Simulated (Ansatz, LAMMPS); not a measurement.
# N in place of O at several sites of glassy 62P2O5-14Al2O3-24BaO (mol %) (160 atoms)

At which site of glassy 62P2O5-14Al2O3-24BaO (mol %) (160 atoms) does N in place of O cost least, and what about the site decides it?

Method: Kohn-Sham DFT, PBE, PAW (set soft_2), plane waves, in Ansatz 0.2.0.

## Step 1: The starting structure

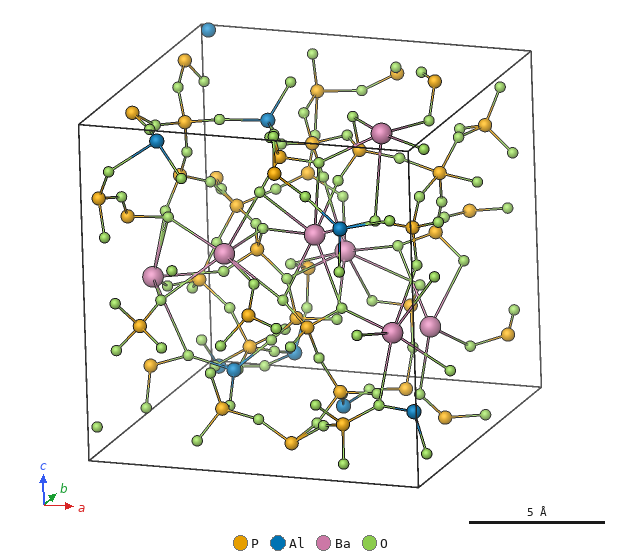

The cell as given, slightly off an axis (phosphorus orange, aluminium blue, barium pink, oxygen green). Bonds to atoms that aren't drawn are left out. Some periodic images of atoms are drawn too.

The cell holds 160 atoms: 36 P, 8 Al, 7 Ba and 109 O. Its edges and angles: a = 13.082 Å, b = 13.082 Å, c = 13.082 Å, α = 90.0°, β = 90.0°, γ = 90.0°. 160 atoms (36 P, 8 Al, 7 Ba, 109 O) placed at random at 2.92 g/cm³, melted at 4000 K for 10 ps at fixed volume with the Morse and Coulomb pair potential with partial charges (Pedone, Malavasi, Menziani, Cormack and Segre, J. Phys. Chem. B 110, 11780 (2006)). Quenched from 4000 K to 300 K at 1000 K/ps and fixed volume, held 10 ps at zero pressure.

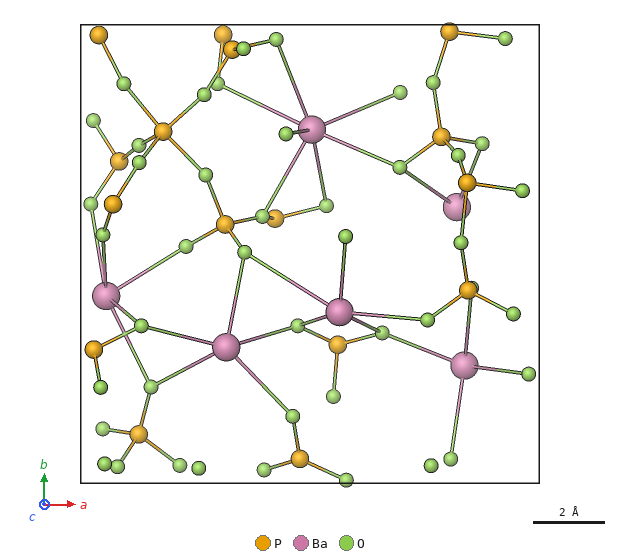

A slice 6 Å thick through the middle of the cell. Bonds to atoms that aren't drawn are left out.

Limits known from the start: The quench rate of 1000 K/ps far exceeds what a furnace or splat quench reaches, so expect more defects and frozen-in strain than in a real sample. The starting topology of bonds comes from the classical model, and needn't be the one that DFT or experiment would give. Only the Γ point is sampled, in a cell whose shortest periodic width is 13 Å. The levels lack spin–orbit coupling, which is large for the heavy elements here.

## Step 2: Single point at the start

A single point comes first, to see the forces before anything moves.

Contents of input.yaml:

```yaml
crystal:
  lattice:
    - [13.0819, 0.0, 0.0]
    - [0.0, 13.0819, 0.0]
    - [0.0, 0.0, 13.0819]
  atoms:
    - { symbol: P, position: [0.83733, 0.6533, 0.00018] }
    - { symbol: P, position: [0.33246, 0.20327, 0.12086] }
    - { symbol: P, position: [0.78668, 0.75541, 0.51725] }
    - { symbol: P, position: [0.61605, 0.61487, 0.79017] }
    - { symbol: P, position: [0.62082, 0.39208, 0.13711] }
    - { symbol: P, position: [0.74125, 0.09071, 0.14036] }
    - { symbol: P, position: [0.4864, 0.31793, 0.84756] }
    - { symbol: P, position: [0.64559, 0.90799, 0.2422] }
    - { symbol: P, position: [0.36711, 0.94528, 0.84651] }
    - { symbol: P, position: [0.01821, 0.09375, 0.75368] }
    - { symbol: P, position: [0.33054, 0.94572, 0.59914] }
    - { symbol: P, position: [0.59037, 0.00085, 0.90074] }
    - { symbol: P, position: [0.31067, 0.97816, 0.30567] }
    - { symbol: P, position: [0.42373, 0.57722, 0.28576] }
    - { symbol: P, position: [0.54494, 0.19128, 0.03852] }
    - { symbol: P, position: [0.06795, 0.68174, 0.99268] }
    - { symbol: P, position: [0.03967, 0.97738, 0.55277] }
    - { symbol: P, position: [0.84286, 0.65516, 0.72774] }
    - { symbol: P, position: [0.1328, 0.49778, 0.8691] }
    - { symbol: P, position: [0.17972, 0.76689, 0.54386] }
    - { symbol: P, position: [0.6617, 0.80762, 0.02524] }
    - { symbol: P, position: [0.05249, 0.29253, 0.9518] }
    - { symbol: P, position: [0.02876, 0.29172, 0.6422] }
    - { symbol: P, position: [0.96184, 0.84731, 0.19905] }
    - { symbol: P, position: [0.4781, 0.05321, 0.45425] }
    - { symbol: P, position: [0.0473, 0.38946, 0.17032] }
    - { symbol: P, position: [0.84517, 0.42079, 0.63539] }
    - { symbol: P, position: [0.12655, 0.10664, 0.37882] }
    - { symbol: P, position: [0.9065, 0.86129, 0.81342] }
    - { symbol: P, position: [0.24222, 0.67239, 0.15756] }
    - { symbol: P, position: [0.80422, 0.98476, 0.51367] }
    - { symbol: P, position: [0.31517, 0.56441, 0.48573] }
    [... 122 atom lines left out ...]
    - { symbol: O, position: [0.54343, 0.71127, 0.79946] }
    - { symbol: O, position: [0.96324, 0.63786, 0.71561] }
    - { symbol: O, position: [0.09417, 0.87115, 0.55636] }
    - { symbol: O, position: [0.94452, 0.26971, 0.92162] }
    - { symbol: O, position: [0.04361, 0.20925, 0.72585] }
    - { symbol: O, position: [0.39632, 0.58187, 0.39974] }
kpoints:
  mp_grid: { grid: [1, 1, 1] }
hamiltonian:
  xc: pbe
scf:
  occupations: { method: fixed }
output:
  forces: true
```

Command:

```
$ ansatz run input.yaml --threads 8 --pin off --max-ram 15872MiB --backend cpu --events-out ev --progress --plain --runs-dir out
```

Numbers of over 12 decimals in the logs are rounded to 6 here.

The log of the run:

```text
[...]
Pseudopotentials: kind: paw
Pseudopotential: P, paw, valence charge 5, recommended cutoff 420 eV (normal), P.paw.azcp
Pseudopotential: Al, paw, valence charge 3, recommended cutoff 420 eV (normal), Al.paw.azcp
Pseudopotential: Ba, paw, valence charge 10, recommended cutoff 420 eV (normal), Ba.paw.azcp
Pseudopotential: O, paw, valence charge 6, recommended cutoff 420 eV (normal), O.paw.azcp
[... 5 lines on functional and potentials left out ...]
Crystal: 160 atoms, lattice volume = 2238.785 Å³
Basis set: ecut = 420 eV, 43723 PW (Γ), exchange–correlation on 180×180×180 points (8 copies of the dense FFT grid, shifted against one another)
Bands: 624, of which v1, the nominal top of the filled ones, is band 464 counted from 1 (463 counted from 0)
Symmetry: 1 space group operations
Space group: P1 (ITA 1), of the structure as read, at distance tolerance 1.3e-4 Å
k-points: 1
[... 9 lines on functional and potentials left out ...]
Initial density: superposition of atomic densities (neutral atoms: chi_scale 0, normalization atom), corrected by the library's trained network
Initial wavefunctions: pseudopotential atomic-orbital guess
[...]
SCF iter   1: F=—  HF=-135070.445289 eV  |F-HF|=—  |Δ(HF+E_count)|=         —  Δρ=4.53e-3  dr2=7.90e-1  ethr=1.77e-3  ⟨swp⟩=7.0  Hψ=2276  notcnv=0  defer=158
preconditioner: auto → Resta (q_TF=auto, 2.356 Å⁻¹)  ε∞=3.1  [insulator: Δε(μ)=1.874 eV  Ē_g=16.211 eV  n_scr=484 (ndim 8)  ℏωp=23.7 eV  f_vac=0.161  ε∞_Penn≈3.1]
SCF iter   2: F=—  HF=-135070.303699 eV  |F-HF|=—  |Δ(HF+E_count)|=   1.42e-1  Δρ=2.43e-3  dr2=1.77e-1  ethr=8.51e-5  ⟨swp⟩=4.0  Hψ=1046  notcnv=0  defer=158
SCF iter   3: F=—  HF=-135070.273761 eV  |F-HF|=—  |Δ(HF+E_count)|=   2.99e-2  Δρ=1.13e-3  dr2=4.95e-2  ethr=1.91e-5  ⟨swp⟩=4.0  Hψ=877  notcnv=0  defer=145
automatic band count: iteration 3 solves 611 bands in place of 624: the levels show a gap, and the empty bands left out lie too high to hold charge; the band table lists the bands solved (type scf.n_extra_bands for more)
SCF iter   4: F=—  HF=-135070.261879 eV  |F-HF|=—  |Δ(HF+E_count)|=   1.19e-2  Δρ=4.36e-4  dr2=5.18e-3  ethr=5.34e-6  ⟨swp⟩=3.0  Hψ=893  notcnv=0  defer=145
SCF iter   5: F=—  HF=-135070.261298 eV  |F-HF|=—  |Δ(HF+E_count)|=   5.81e-4  Δρ=2.43e-4  dr2=1.25e-3  ethr=5.58e-7  ⟨swp⟩=3.0  Hψ=1061  notcnv=0  defer=145
[...]
SCF iter  10: F=—  HF=-135070.261734 eV  |F-HF|=—  |Δ(HF+E_count)|=   3.39e-7  Δρ=2.90e-6  dr2=1.53e-7  ethr=1.08e-11  ⟨swp⟩=6.0  Hψ=2143  notcnv=0
SCF iter  11: F=-135070.261734 eV  HF=-135070.261734 eV  |F-HF|=7.28e-9  |Δ(HF+E_count)|=   6.37e-9  Δρ=6.77e-7  dr2=9.71e-9  ethr=1.08e-11  ⟨swp⟩=5.0  Hψ=1803  notcnv=0
SCF 1 converged in 11 iterations: F = -135070.261734 eV  dr2 = 9.71e-9
[...]
SCF converged after 11 iterations
Free energy (F): -135070.261734 eV
Harris-Foulkes:  -135070.261734 eV  (|F-HF|=7.28e-9)
Internal energy: -135070.261734 eV  (E = F + TS)
E sigma→0 (E₀):  -135070.261734 eV
Fermi energy:    5.106242 eV
--- Per-component energies (eV) ---
[...]
Σ components = -135070.261734   (vs F -135070.261734, Δ=0.00e0)
--- Forces (eV/Å), atoms counted from 1 ---
  atom   1  P     -2.16776572    -4.52961675    -0.66937919
  atom   2  P     -3.55639213     1.17000800     1.02884855
  atom   3  P      1.49585293    -3.98953927    -4.24003725
  atom   4  P     -0.83851541    -1.89446279     3.09649864
[...]
atom 160  O      1.12632122     1.82905053     2.87809863
  max |Σ_I F_I| component: 1.19e-4 eV/Å
```

The job ended after 21 s (8 threads of Arm Neoverse V2, shared host; peak memory 3.3 GiB).

In the SCF lines HF is the Harris–Foulkes energy and dr2 the Hartree energy of the density residual, in eV; the loop may stop once dr2 is under the threshold and the program's other checks hold. Hψ counts applications of the Hamiltonian.

The r.m.s. force at the start is 1.5 eV/Å.

## Step 3: Relaxation

The atoms are relaxed in the fixed cell, aiming at the force tolerance of the input.

Contents of input.yaml:

```yaml
crystal:
  lattice:
    - [13.0819, 0.0, 0.0]
    - [0.0, 13.0819, 0.0]
    - [0.0, 0.0, 13.0819]
  atoms:
    [... the 160 atom lines of step 2 ...]
kpoints:
  mp_grid: { grid: [1, 1, 1] }
hamiltonian:
  xc: pbe
scf:
  occupations: { method: fixed }
output:
  forces: true
relax:
  f_tol: 0.05
  max_steps: 120
```

The log of the run:

```text
[...]
Crystal: 160 atoms, lattice volume = 2238.785 Å³
Basis set: ecut = 420 eV, 43723 PW (Γ), exchange–correlation on 180×180×180 points (8 copies of the dense FFT grid, shifted against one another)
Bands: 624, of which v1, the nominal top of the filled ones, is band 464 counted from 1 (463 counted from 0)
Symmetry: 1 space group operations
[...]
k-points: 1
[...]
SCF iter   1: F=—  HF=-135070.445283 eV  |F-HF|=—  |Δ(HF+E_count)|=         —  Δρ=4.53e-3  dr2=7.90e-1  ethr=1.77e-3  ⟨swp⟩=7.0  Hψ=2276  notcnv=0  defer=158
[...]
SCF iter   7: F=-135070.261722 eV  HF=-135070.261730 eV  |F-HF|=8.22e-6  |Δ(HF+E_count)|=   3.87e-5  Δρ=3.57e-5  dr2=2.65e-5  ethr=6.73e-9  ⟨swp⟩=3.0  Hψ=2579  notcnv=0
SCF 1 converged in 7 iterations: F = -135070.261722 eV  dr2 = 2.65e-5
[...]
relax step   1: F+E_penalty+E_count = -135070.26172199 eV  Δ(F+E_penalty+E_count) = +0.000e0 eV  max|allowed force component| = 6.607e0 eV/Å  Δτ_max = 0.0000 Å  (7 SCF iters, dr2 threshold 6.25e-5 eV, accepted)
[... from here on, the SCF cycles and remarks between the steps are left out ...]
relax step   2: F+E_penalty+E_count = -135077.42543244 eV  Δ(F+E_penalty+E_count) = -7.164e0 eV  max|allowed force component| = 4.691e0 eV/Å  Δτ_max = 0.1953 Å  (7 SCF iters, dr2 threshold 1.00e-4 eV, accepted)
relax step   3: F+E_penalty+E_count = -135084.30546972 eV  Δ(F+E_penalty+E_count) = -6.880e0 eV  max|allowed force component| = 1.614e0 eV/Å  Δτ_max = 0.1946 Å  (7 SCF iters, dr2 threshold 1.00e-4 eV, accepted)
relax step   4: F+E_penalty+E_count = -135086.05169977 eV  Δ(F+E_penalty+E_count) = -1.746e0 eV  max|allowed force component| = 1.539e0 eV/Å  Δτ_max = 0.1949 Å  (7 SCF iters, dr2 threshold 1.00e-4 eV, accepted)
relax step   5: F+E_penalty+E_count = -135087.48391747 eV  Δ(F+E_penalty+E_count) = -1.432e0 eV  max|allowed force component| = 8.741e-1 eV/Å  Δτ_max = 0.1950 Å  (7 SCF iters, dr2 threshold 1.00e-4 eV, accepted)
relax step   6: F+E_penalty+E_count = -135088.23073081 eV  Δ(F+E_penalty+E_count) = -7.468e-1 eV  max|allowed force component| = 7.674e-1 eV/Å  Δτ_max = 0.2000 Å  (6 SCF iters, dr2 threshold 1.00e-4 eV, accepted)
relax step   7: F+E_penalty+E_count = -135088.96133469 eV  Δ(F+E_penalty+E_count) = -7.306e-1 eV  max|allowed force component| = 5.239e-1 eV/Å  Δτ_max = 0.1999 Å  (6 SCF iters, dr2 threshold 1.00e-4 eV, accepted)
relax step   8: F+E_penalty+E_count = -135089.65050677 eV  Δ(F+E_penalty+E_count) = -6.892e-1 eV  max|allowed force component| = 5.935e-1 eV/Å  Δτ_max = 0.2000 Å  (7 SCF iters, dr2 threshold 1.00e-4 eV, accepted)
relax step   9: F+E_penalty+E_count = -135090.17771457 eV  Δ(F+E_penalty+E_count) = -5.272e-1 eV  max|allowed force component| = 5.930e-1 eV/Å  Δτ_max = 0.1954 Å  (7 SCF iters, dr2 threshold 1.00e-4 eV, accepted)
relax step  10: F+E_penalty+E_count = -135090.51085837 eV  Δ(F+E_penalty+E_count) = -3.331e-1 eV  max|allowed force component| = 4.411e-1 eV/Å  Δτ_max = 0.2000 Å  (7 SCF iters, dr2 threshold 1.00e-4 eV, accepted)
relax step  11: F+E_penalty+E_count = -135090.73719700 eV  Δ(F+E_penalty+E_count) = -2.263e-1 eV  max|allowed force component| = 5.483e-1 eV/Å  Δτ_max = 0.1947 Å  (6 SCF iters, dr2 threshold 1.00e-4 eV, accepted)
relax step  12: F+E_penalty+E_count = -135090.82912652 eV  Δ(F+E_penalty+E_count) = -9.193e-2 eV  max|allowed force component| = 5.483e-1 eV/Å  Δτ_max = 0.1950 Å  (6 SCF iters, dr2 threshold 1.00e-4 eV, accepted)
relax step  13: F+E_penalty+E_count = -135091.07290832 eV  Δ(F+E_penalty+E_count) = -2.438e-1 eV  max|allowed force component| = 3.654e-1 eV/Å  Δτ_max = 0.2000 Å  (7 SCF iters, dr2 threshold 1.00e-4 eV, accepted)
relax step  14: F+E_penalty+E_count = -135091.14020966 eV  Δ(F+E_penalty+E_count) = -6.730e-2 eV  max|allowed force component| = 3.584e-1 eV/Å  Δτ_max = 0.0982 Å  (7 SCF iters, dr2 threshold 5.93e-5 eV, accepted)
relax step  15: F+E_penalty+E_count = -135091.18920396 eV  Δ(F+E_penalty+E_count) = -4.899e-2 eV  max|allowed force component| = 4.152e-1 eV/Å  Δτ_max = 0.2000 Å  (7 SCF iters, dr2 threshold 5.70e-5 eV, accepted)
relax step  16: F+E_penalty+E_count = -135091.31282550 eV  Δ(F+E_penalty+E_count) = -1.236e-1 eV  max|allowed force component| = 2.073e-1 eV/Å  Δτ_max = 0.2000 Å  (7 SCF iters, dr2 threshold 1.00e-4 eV, accepted)
relax step  17: F+E_penalty+E_count = -135091.36530943 eV  Δ(F+E_penalty+E_count) = -5.248e-2 eV  max|allowed force component| = 2.012e-1 eV/Å  Δτ_max = 0.0624 Å  (7 SCF iters, dr2 threshold 1.07e-5 eV, accepted)
relax step  18: F+E_penalty+E_count = -135091.40256058 eV  Δ(F+E_penalty+E_count) = -3.725e-2 eV  max|allowed force component| = 1.914e-1 eV/Å  Δτ_max = 0.0696 Å  (6 SCF iters, dr2 threshold 1.01e-5 eV, accepted)
relax step  19: F+E_penalty+E_count = -135091.45903753 eV  Δ(F+E_penalty+E_count) = -5.648e-2 eV  max|allowed force component| = 3.870e-1 eV/Å  Δτ_max = 0.1960 Å  (7 SCF iters, dr2 threshold 3.31e-5 eV, accepted)
relax step  20: F+E_penalty+E_count = -135091.50540433 eV  Δ(F+E_penalty+E_count) = -4.637e-2 eV  max|allowed force component| = 6.907e-1 eV/Å  Δτ_max = 0.1950 Å  (6 SCF iters, dr2 threshold 1.00e-4 eV, accepted)
relax step  21: F+E_penalty+E_count = -135091.55804714 eV  Δ(F+E_penalty+E_count) = -5.264e-2 eV  max|allowed force component| = 6.233e-1 eV/Å  Δτ_max = 0.0840 Å  (6 SCF iters, dr2 threshold 1.00e-4 eV, accepted)
relax step  22: F+E_penalty+E_count = -135091.63782353 eV  Δ(F+E_penalty+E_count) = -7.978e-2 eV  max|allowed force component| = 4.044e-1 eV/Å  Δτ_max = 0.1954 Å  (7 SCF iters, dr2 threshold 1.00e-4 eV, accepted)
relax step  23: F+E_penalty+E_count = -135091.68056047 eV  Δ(F+E_penalty+E_count) = -4.274e-2 eV  max|allowed force component| = 3.425e-1 eV/Å  Δτ_max = 0.1954 Å  (6 SCF iters, dr2 threshold 6.88e-5 eV, accepted)
relax step  24: F+E_penalty+E_count = -135091.74051413 eV  Δ(F+E_penalty+E_count) = -5.995e-2 eV  max|allowed force component| = 3.448e-1 eV/Å  Δτ_max = 0.1951 Å  (6 SCF iters, dr2 threshold 4.94e-5 eV, accepted)
[...]
relax step  27: F+E_penalty+E_count = -135091.80348968 eV  Δ(F+E_penalty+E_count) = +7.380e-3 eV  max|allowed force component| = 3.785e-1 eV/Å  Δτ_max = 0.2000 Å  (8 SCF iters, dr2 threshold 1.19e-5 eV, rejected (line search))
relax step  28: F+E_penalty+E_count = -135091.85742853 eV  Δ(F+E_penalty+E_count) = -4.656e-2 eV  max|allowed force component| = 1.092e-1 eV/Å  Δτ_max = 0.0970 Å  (10 SCF iters, accepted)
[...]
relax step  35: F+E_penalty+E_count = -135092.39440667 eV  Δ(F+E_penalty+E_count) = -1.411e-1 eV  max|allowed force component| = 3.113e-1 eV/Å  Δτ_max = 0.2000 Å  (7 SCF iters, dr2 threshold 1.00e-4 eV, accepted)
relax step  36: F+E_penalty+E_count = -135092.44924727 eV  Δ(F+E_penalty+E_count) = -5.484e-2 eV  max|allowed force component| = 2.488e-1 eV/Å  Δτ_max = 0.0575 Å  (6 SCF iters, dr2 threshold 2.20e-5 eV, accepted)
relax step  37: F+E_penalty+E_count = -135092.48151298 eV  Δ(F+E_penalty+E_count) = -3.227e-2 eV  max|allowed force component| = 2.303e-1 eV/Å  Δτ_max = 0.1052 Å  (7 SCF iters, dr2 threshold 1.40e-5 eV, accepted)
relax step  38: F+E_penalty+E_count = -135092.51344919 eV  Δ(F+E_penalty+E_count) = -3.194e-2 eV  max|allowed force component| = 2.136e-1 eV/Å  Δτ_max = 0.0700 Å  (6 SCF iters, dr2 threshold 3.39e-5 eV, accepted)
relax step  39: F+E_penalty+E_count = -135092.47014074 eV  Δ(F+E_penalty+E_count) = +4.331e-2 eV  max|allowed force component| = 3.195e-1 eV/Å  Δτ_max = 0.2000 Å  (7 SCF iters, dr2 threshold 3.91e-5 eV, rejected (line search))
relax step  40: F+E_penalty+E_count = -135092.54960231 eV  Δ(F+E_penalty+E_count) = -3.615e-2 eV  max|allowed force component| = 1.120e-1 eV/Å  Δτ_max = 0.0955 Å  (10 SCF iters, accepted)
relax step  41: F+E_penalty+E_count = -135092.55596495 eV  Δ(F+E_penalty+E_count) = -6.363e-3 eV  max|allowed force component| = 1.023e-1 eV/Å  Δτ_max = 0.0666 Å  (7 SCF iters, dr2 threshold 3.44e-6 eV, accepted)
relax step  42: F+E_penalty+E_count = -135092.56185653 eV  Δ(F+E_penalty+E_count) = -5.892e-3 eV  max|allowed force component| = 9.969e-2 eV/Å  Δτ_max = 0.0307 Å  (6 SCF iters, dr2 threshold 2.87e-6 eV, accepted)
relax step  43: F+E_penalty+E_count = -135092.56772476 eV  Δ(F+E_penalty+E_count) = -5.868e-3 eV  max|allowed force component| = 8.023e-2 eV/Å  Δτ_max = 0.0189 Å  (6 SCF iters, dr2 threshold 8.29e-6 eV, accepted)
relax step  44: F+E_penalty+E_count = -135092.57272462 eV  Δ(F+E_penalty+E_count) = -5.000e-3 eV  max|allowed force component| = 6.281e-2 eV/Å  Δτ_max = 0.0324 Å  (6 SCF iters, dr2 threshold 4.17e-6 eV, accepted)
relax step  45: F+E_penalty+E_count = -135092.57542539 eV  Δ(F+E_penalty+E_count) = -2.701e-3 eV  max|allowed force component| = 4.137e-2 eV/Å  Δτ_max = 0.0366 Å  (8 SCF iters, accepted)
SCF converged after 8 iterations
Free energy (F): -135092.575425 eV
[...]
Internal energy: -135092.575425 eV  (E = F + TS)
E sigma→0 (E₀):  -135092.575425 eV
Fermi energy:    3.840037 eV
[...]
--- Forces (eV/Å), atoms counted from 1 ---
  atom   1  P      0.01378256    -0.02914176     0.01209024
  atom   2  P      0.01432403     0.02059690    -0.00427272
  atom   3  P      0.02542731     0.00745202     0.00811507
  atom   4  P      0.02856470     0.04136964    -0.00980864
  atom   5  P      0.00078417    -0.00743465     0.00347638
  atom   6  P     -0.01971194     0.01356246     0.00675162
  atom   7  P     -0.02958586     0.01120023     0.00301055
  atom   8  P      0.01164203    -0.03324337     0.02377256
  atom   9  P      0.00962171    -0.02037638    -0.00876750
  atom  10  P     -0.00458434    -0.01224224    -0.00869577
  atom  11  P     -0.00781927    -0.00631102     0.02410643
  atom  12  P     -0.00969873     0.00350907     0.01531525
  atom  13  P     -0.03391258     0.00026276    -0.02649410
  atom  14  P      0.01056733    -0.03651627     0.03332233
[...]
atom 159  O      0.02087562    -0.00438769    -0.00639855
  atom 160  O     -0.00214191     0.01795083    -0.01651361
  max |Σ_I F_I| component: 5.77e-5 eV/Å
--- Relaxed structure (45 steps of the walk, 43 accepted, 0 SCFs on fresh bases) ---
  F+E_penalty+E_count = -135092.57542539 eV   max|allowed force component| = 4.137e-2 eV/Å
  atoms:
    - { symbol: P, position: [0.850846, 0.636724, 0.028186] }
    - { symbol: P, position: [0.333970, 0.225199, 0.097070] }
    - { symbol: P, position: [0.756823, 0.759583, 0.528584] }
    - { symbol: P, position: [0.597796, 0.631015, 0.778963] }
[...]
- { symbol: O, position: [0.425855, 0.574367, 0.392037] }
```

Elapsed: 11 min, on 8 threads; peak memory 3.3 GiB; 82 min of CPU time.

The relaxation converged after 45 steps, 22.3 eV below its start, with a largest force component of 0.041 eV/Å.

(Continued in part 2 of 4.)

[Logs are printed without paths, hosts, clocks, repeated set-up lines and the standing remarks that a program may print on its own settings, such as how far it seeks lower states.]

[Hosts, paths, dates, database ids (printed as entryN), source tags and the programs' standing remarks are cut or masked in the printed files.]
